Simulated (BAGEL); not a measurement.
**UHF/3-21G (density fitting with qzvpp-jkfit) run of CH5SSi (SMILES C[SiH2][S])**

Aim: the vertical ionisation energy of CH5SSi at UHF/3-21G (density fitting with qzvpp-jkfit), from 2 runs. 

The calculation is run with BAGEL 1.2.2.

**1. The system as given**

CH5SSi has 8 atoms, charge 0, and is taken as a doublet. SMILES: `C[SiH2][S]`. The coordinates come from a PBE0-D4/def2-TZVP relaxation.

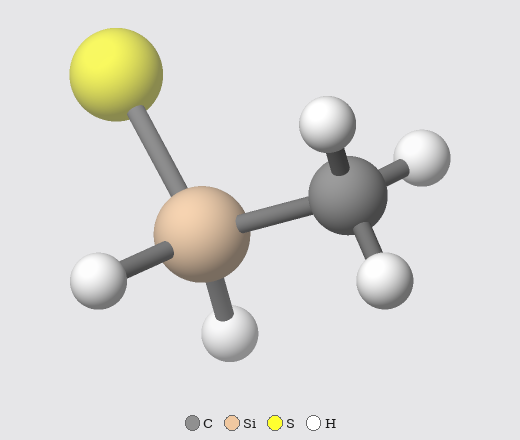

The structure, seen from a chosen angle (carbon grey, silicon light orange, sulfur yellow, hydrogen white).

**2. The energy at UHF/3-21G (density fitting with qzvpp-jkfit)**

input.json

```json
{ "bagel": [

{
  "title": "molecule",
  "basis": "3-21g",
  "df_basis": "qzvpp-jkfit",
  "angstrom": true,
  "geometry": [
    { "atom": "C", "xyz": [   -0.598700,    0.798100,   -0.213000 ] },
    { "atom": "Si", "xyz": [    0.427600,   -0.729400,    0.083900 ] },
    { "atom": "S", "xyz": [    1.890200,   -0.504100,    1.609200 ] },
    { "atom": "H", "xyz": [   -1.299400,    0.628400,   -1.035300 ] },
    { "atom": "H", "xyz": [    0.038500,    1.647400,   -0.466400 ] },
    { "atom": "H", "xyz": [   -1.175300,    1.055400,    0.678100 ] },
    { "atom": "H", "xyz": [    1.258500,   -1.063000,   -1.109700 ] },
    { "atom": "H", "xyz": [   -0.449100,   -1.890100,    0.397300 ] }
  ]
},
{
  "title": "uhf",
  "nopen": 1
},
{
  "title": "print",
  "file": "orbitals.molden",
  "orbitals": true
}

]}
```

Started as:

```
$ BAGEL_NUM_THREADS=1 BAGEL input.json > input.out
```

Standard output:

```text
* using 1 threads per process

  ===============================================================
  ===============================================================

  *** Geometry ***

  { "atom" : "C", "xyz" : [     -1.131379,      1.508190,     -0.402512 ] },
  { "atom" : "Si", "xyz" : [      0.808047,     -1.378366,      0.158548 ] },
  { "atom" : "S", "xyz" : [      3.571960,     -0.952611,      3.040947 ] },
  { "atom" : "H", "xyz" : [     -2.455510,      1.187504,     -1.956433 ] },
  { "atom" : "H", "xyz" : [      0.072754,      3.113135,     -0.881368 ] },
  { "atom" : "H", "xyz" : [     -2.220995,      1.994417,      1.281423 ] },
  { "atom" : "H", "xyz" : [      2.378220,     -2.008779,     -2.097029 ] },
  { "atom" : "H", "xyz" : [     -0.848676,     -3.571771,      0.750788 ] },

  Number of auxiliary basis functions:      421

  Since a DF basis is specified, we compute 2- and 3-index integrals:
    o Being stored without compression. Storage requirement is 0.007 GB

  Number of basis functions:       45
  Number of electrons      :       41

    * METHOD: MOLECULE                             0.10

  *** Open-shell HF ***

  === Nuclear Repulsion ===
   139.4233503093

      * DIIS with orbital gradients will be used.

  === UHF iteration (3-21g) ===
      0       -723.44024052          0.03280625           0.04
      1       -723.51364694          0.01080622           0.04
      2       -723.52455420          0.00444131           0.04
      3       -723.52615094          0.00126236           0.04
      4       -723.52660032          0.00027774           0.04
      5       -723.52664616          0.00013529           0.04
      6       -723.52666553          0.00008745           0.04
      7       -723.52667537          0.00006664           0.04
      8       -723.52668284          0.00004660           0.04
      9       -723.52668480          0.00004537           0.04
     10       -723.52668717          0.00004468           0.04
     11       -723.52669407          0.00004262           0.04
     12       -723.52670954          0.00003775           0.04
     13       -723.52672392          0.00003186           0.04
     14       -723.52674721          0.00002210           0.04
     15       -723.52675305          0.00001642           0.04
     16       -723.52675704          0.00001032           0.04
     17       -723.52675815          0.00000697           0.04
     18       -723.52675830          0.00000409           0.04
     19       -723.52675830          0.00000126           0.04
     20       -723.52675831          0.00000059           0.04
     21       -723.52675831          0.00000030           0.04
     22       -723.52675831          0.00000019           0.04
     23       -723.52675831          0.00000015           0.04
     24       -723.52675831          0.00000013           0.04
     25       -723.52675831          0.00000008           0.04
     26       -723.52675831          0.00000002           0.04
     27       -723.52675831          0.00000001           0.04
    * SCF iteration converged.

    * S^2 (UHF) is 0.7535

    * Permanent dipole moment:
           (    0.789515,    -0.173816,     0.635908) a.u.

    * METHOD: UHF                                  1.26

    * METHOD: PRINT                                0.00

  ===============================================================
```

Run time: 1.5 s. Hardware: 1 thread of Arm Neoverse V2, shared host; peak memory 0.081 GiB.

**3. The singlet cation, same level**

input.json

```json
{ "bagel" : [

{
  "title" : "molecule",
  "basis" : "3-21g",
  "df_basis" : "qzvpp-jkfit",
  "angstrom" : true,
  "geometry" : [
    { "atom" : "C", "xyz" : [      -0.598700,       0.798100,      -0.213000 ] },
    { "atom" : "Si", "xyz" : [       0.427600,      -0.729400,       0.083900 ] },
    { "atom" : "S", "xyz" : [       1.890200,      -0.504100,       1.609200 ] },
    { "atom" : "H", "xyz" : [      -1.299400,       0.628400,      -1.035300 ] },
    { "atom" : "H", "xyz" : [       0.038500,       1.647400,      -0.466400 ] },
    { "atom" : "H", "xyz" : [      -1.175300,       1.055400,       0.678100 ] },
    { "atom" : "H", "xyz" : [       1.258500,      -1.063000,      -1.109700 ] },
    { "atom" : "H", "xyz" : [      -0.449100,      -1.890100,       0.397300 ] }
  ]
},

{
  "title" : "hf",
  "charge" : 1
},

{
  "title" : "print",
  "file" : "orbitals.molden",
  "orbitals" : true
}

]}
```

Started as:

```
$ BAGEL_NUM_THREADS=1 BAGEL input.json > input.out
```

Standard output:

```text
* using 1 threads per process

  ===============================================================
  ===============================================================

  *** Geometry ***

  { "atom" : "C", "xyz" : [     -1.131379,      1.508190,     -0.402512 ] },
  { "atom" : "Si", "xyz" : [      0.808047,     -1.378366,      0.158548 ] },
  { "atom" : "S", "xyz" : [      3.571960,     -0.952611,      3.040947 ] },
  { "atom" : "H", "xyz" : [     -2.455510,      1.187504,     -1.956433 ] },
  { "atom" : "H", "xyz" : [      0.072754,      3.113135,     -0.881368 ] },
  { "atom" : "H", "xyz" : [     -2.220995,      1.994417,      1.281423 ] },
  { "atom" : "H", "xyz" : [      2.378220,     -2.008779,     -2.097029 ] },
  { "atom" : "H", "xyz" : [     -0.848676,     -3.571771,      0.750788 ] },

  Number of auxiliary basis functions:      421

  Since a DF basis is specified, we compute 2- and 3-index integrals:
    o Being stored without compression. Storage requirement is 0.007 GB

  Number of basis functions:       45
  Number of electrons      :       41

    * METHOD: MOLECULE                             0.10

  *** RHF ***

  === Nuclear Repulsion ===
   139.4233503093

      * DIIS with orbital gradients will be used.

  === RHF iteration (3-21g) ===
      0       -723.04056853          0.01674511           0.02
      1       -723.11934095          0.00580894           0.02
      2       -723.12898247          0.00213157           0.02
      3       -723.13151316          0.00072977           0.02
      4       -723.13193137          0.00023629           0.02
      5       -723.13198551          0.00008153           0.02
      6       -723.13199321          0.00006612           0.02
      7       -723.13200126          0.00005920           0.02
      8       -723.13201538          0.00005254           0.02
      9       -723.13202745          0.00005036           0.02
     10       -723.13203523          0.00004987           0.02
     11       -723.13205287          0.00004865           0.02
     12       -723.13212376          0.00004374           0.02
     13       -723.13225288          0.00006375           0.02
     14       -723.13226918          0.00009322           0.02
     15       -723.13231142          0.00014936           0.02
     16       -723.13232293          0.00010493           0.02
     17       -723.13233328          0.00002096           0.02
     18       -723.13234009          0.00002510           0.02
     19       -723.13234134          0.00000448           0.02
     20       -723.13234191          0.00000257           0.02
     21       -723.13234195          0.00000110           0.02
     22       -723.13234195          0.00000064           0.02
     23       -723.13234195          0.00000021           0.02
     24       -723.13234195          0.00000010           0.02
     25       -723.13234195          0.00000002           0.02
     26       -723.13234195          0.00000002           0.02
     27       -723.13234195          0.00000002           0.02
     28       -723.13234195          0.00000002           0.02
     29       -723.13234195          0.00000001           0.02
     30       -723.13234195          0.00000001           0.02
    * SCF iteration converged.

    * Permanent dipole moment:
           (   -0.290915,     0.185331,    -0.120687) a.u.

    * METHOD: HF                                   0.69

    * METHOD: PRINT                                0.00

  ===============================================================
```

It took 0.97 s on 1 thread of Arm Neoverse V2, shared host; peak memory 0.081 GiB.

**4. Summary of results**

At UHF/3-21G (density fitting with qzvpp-jkfit):

| quantity | value |
| --- | --- |
| doublet CH5SSi: total energy | -723.52676 Eh |
| doublet CH5SSi: dipole moment | 2.61 D |
| doublet CH5SSi: ⟨S²⟩ | 0.753 |
| singlet cation: total energy | -723.13234 Eh |
| singlet cation: HOMO energy | -17.42 eV |
| singlet cation: LUMO energy | -9.50 eV |
| singlet cation: HOMO–LUMO gap | 7.92 eV |
| vertical ionisation energy (to the singlet cation) | 10.733 eV |

In words: The vertical ionisation energy comes to 10.73 eV (1036 kJ/mol). Only the singlet of the ionised species was computed; a triplet could lie lower.
